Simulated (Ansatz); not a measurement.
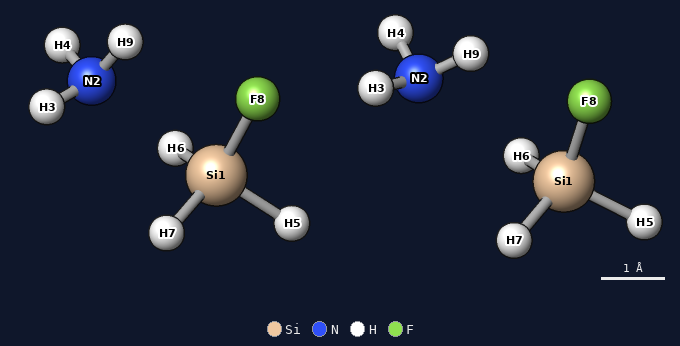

Two geometries of SiNH$_{6}$F, drawn at one scale. One is the start of a relaxation, the other its converged end. A ball-and-stick model, seen from a free direction.

These are results of RKS PBE0-D4/def2-SVP (Ansatz), not measurements. Set-up: no spin polarisation; force threshold 0.03 eV/Å; at most 50 steps.

Question: Which one is relaxed?

Answer: The left one is the relaxed one. The run prepares an end point of a later path (reaction) calculation, from a guessed geometry. The largest move after the best rigid fit is that of H3, 0.39 Å. By element the largest moves are H 0.39 Å, N 0.21 Å, Si 0.16 Å, F 0.14 Å. Some distances before and after: Si1–N2 3.016 → 2.664 Å, Si1–F8 1.615 → 1.637 Å, N2–H9 1.037 → 1.019 Å. Bond angles that change, for instance: H5–Si1–F8 105.0° → 101.9°, H7–Si1–F8 110.4° → 113.5°, H5–Si1–H7 108.6° → 105.8°. The energy falls by 0.056 eV in 8 geometry steps. The largest force component goes from 0.58 to 0.0089 eV/Å.
